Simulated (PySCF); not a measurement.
## Electronic structure of C$_{2}$H$_{5}$F$_{3}$P$_{2}$Si (SMILES FC(F)=C(F)[SiH](P)P) in real space

Input file:

```
{"job": {"kind": "uv", "xc": "CAM-B3LYP", "basis": "def2-SVPD", "ip": true}, "charge": 0, "multiplicity": 1}
F     -1.454519    -1.470602    -2.131646
C     -1.822842    -1.413260    -0.876821
F     -2.879512    -2.142617    -0.648339
C     -1.175558    -0.690493     0.043999
F     -1.653865    -0.728171     1.301724
Si     0.334266     0.389133    -0.242963
P      2.057802    -0.542394     0.891732
P     -0.213544     2.426614     0.574297
H      0.553257     0.480407    -1.715178
H      3.006610     0.382955     0.355036
H      2.313957    -1.528331    -0.112093
H      1.145614     2.868793     0.628074
H     -0.206291     1.951394     1.922239
```

Command:

```sh
OMP_NUM_THREADS=1 python probes_run.py task.json out
```

Geometry: PBE0-D3(BJ)/def2-SVP.

Level of theory: CAM-B3LYP/def2-SVPD, SCF density, gas phase in PySCF 2.14.0.

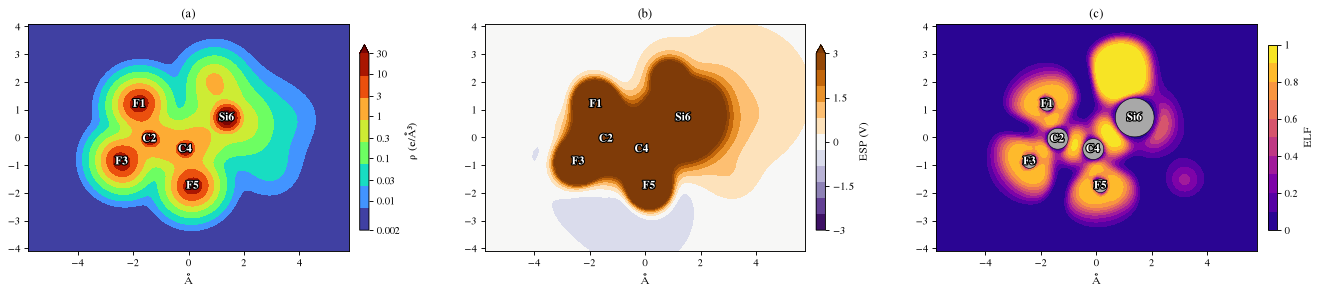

Figure 1. (a) total electron density; (b) electrostatic potential; (c) ELF on the plane of atoms C2, C4 and F5. Grey discs cover the atomic cores in the ELF map.

Q: What do the fields say about this system?

A:
- The plane passes through F, C and Si nuclei.
- C–F (1.30 Å): ρ at the midpoint is about 2.6 e/Å³; the ELF peaks at about 0.85 between the atoms (a shared but strongly polarised pair).
- C–C (1.34 Å): ρ is about 2.3 e/Å³ halfway; the ELF peaks at about 0.95 between the atoms; a short, multiple covalent bond.
- C–Si (1.88 Å): ρ is about 0.95 e/Å³ halfway; the ELF peaks at about 1 between the atoms: a shared electron pair.
- C–F (1.35 Å): ρ at the midpoint is about 2.2 e/Å³, with its minimum of 1.7 e/Å³ about 0.5 Å from C; the ELF peaks at about 0.85 between the atoms; a polar covalent bond.
- The ELF also peaks beside F5, F3 and F1, away from the bonds: lone-pair regions.
- Outside the dense part of the molecule the potential is most negative (−0.7 V) near F5.

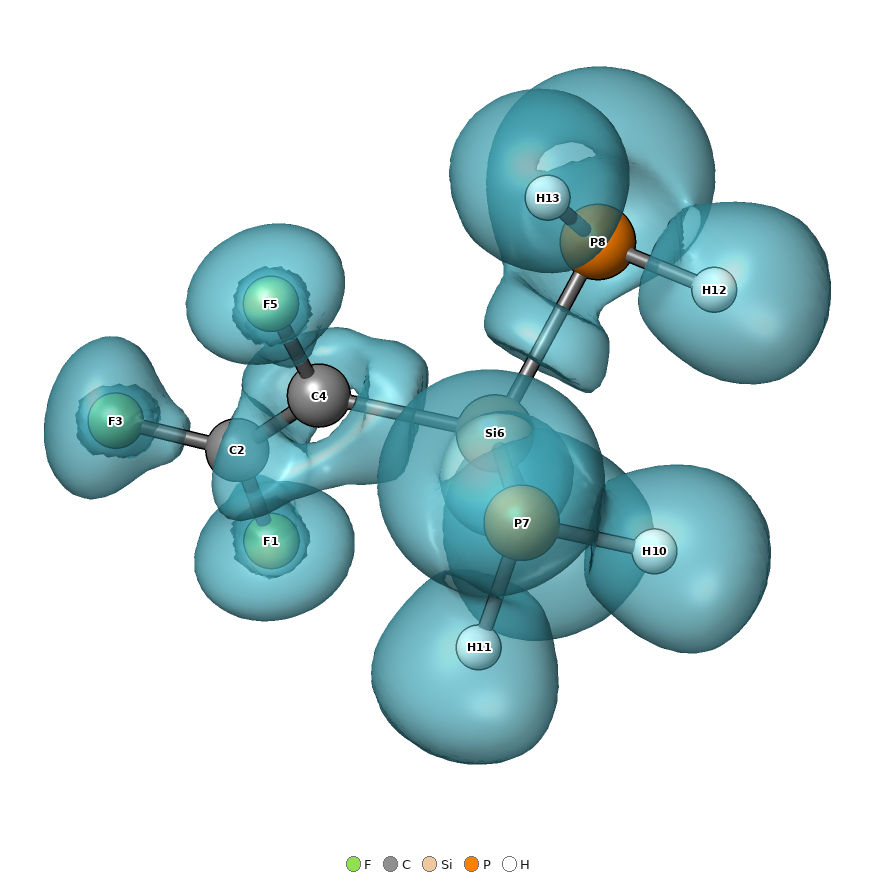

Figure 2. Isosurface of the ELF at 0.75 (cyan), seen at a tilt. Core shells and regions of very low density are left out.

Q: Describe the localisation domains.

A: The ELF exceeds this value in one region around a hydrogen nucleus, one region on C in which the atom's valence shell and bonds are merged, three regions on F in which the atom's valence shell and bonds are merged and two joined regions spread over several atoms (H, P), in which their bonds and any lone pairs are merged.

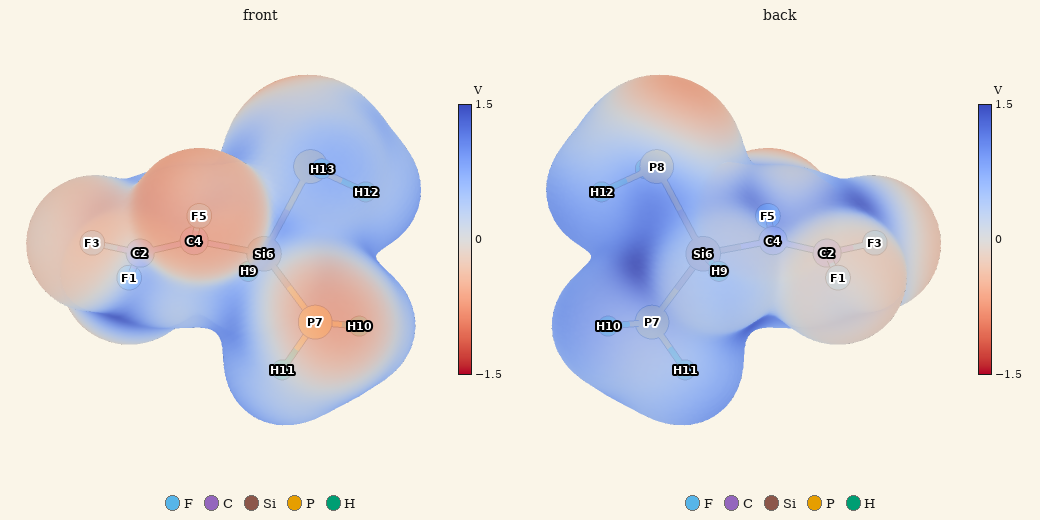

Figure 3. The molecular electrostatic potential painted on the density surface at 0.002 e/bohr³, seen from the front and from behind; red is negative and blue positive.

Q: Where is the surface potential most negative and most positive?

A: The most negative region (about −0.7 V) lies over F5 and P7, the most positive (about +1.3 V) over C2 and Si6.

Q: How polar is the molecule by this calculation?

A: Its dipole moment is 1.92 D.
